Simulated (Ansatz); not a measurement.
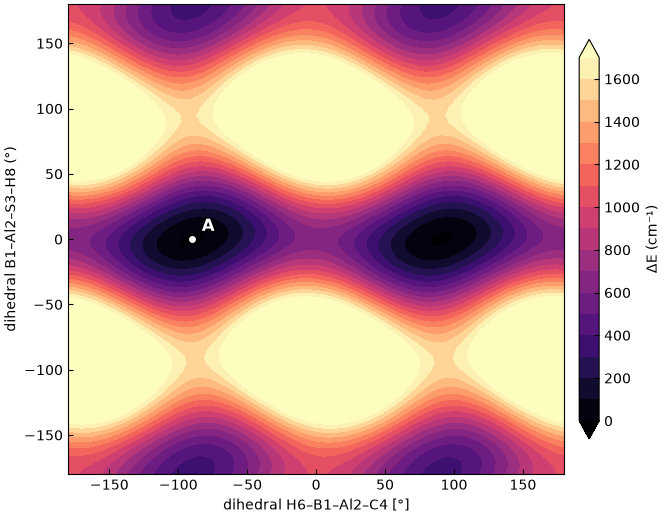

CH₅AlBNS, SMILES [BH2][Al]([SH])[CH]=N. First axis: dihedral H6–B1–Al2–C4. Second axis: dihedral B1–Al2–S3–H8. Nothing is relaxed (all other coordinates rigid). Grid: 18 × 18 points. Points are written as (first, second). Energies are in cm⁻¹, from the lowest grid point. These are results of Ansatz 0.2.0, RKS PBE0-D4/def2-SVP, not measurements.

In the figure: filled contours, one colour for all values above the top of the scale, the point A. Between grid points the surface is interpolated.

What is the easiest way out of the well at A, and how high is the barrier?

Answer. The easiest path leads from the well at about (−90°, 0°) to a well of about the same depth at about (90°, 0°). Its highest point lies about 670 cm⁻¹ above the bottom of the first well on the interpolated surface, at (−180°, 0°). The start is the relaxed structure and all else is held, so a fully relaxed path at this level can only be lower.

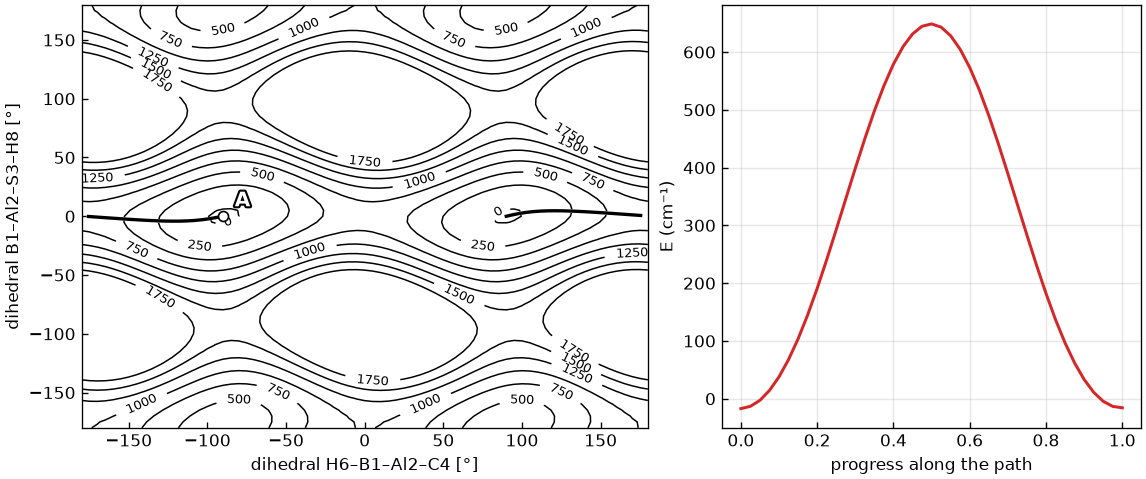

The picture shows contour lines labelled in cm⁻¹ (none above 1750), a line along the lowest path, the energy along the path at the right. Between grid points the surface is interpolated.
